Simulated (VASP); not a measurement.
Band structure of TiO2 (anatase). Method: revPBE GGA, VASP's PBE PAW potentials (set 64) (plane waves; VASP).

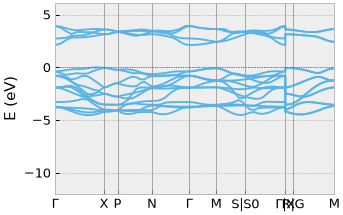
Figure. Bands along high-symmetry lines, zero at the valence-band maximum or, without a gap, the Fermi level

Q: Read the plot: is there a gap, and where are the band edges?

A: The gap is indirect, 2.11 eV, from the valence maximum at Γ-X at 0.89 to the conduction minimum at Γ. (Edges off the drawn lines would not show.)

The compound is TiO2 in the anatase structure, one of several forms; rutile is the usual stable one. It was relaxed first.
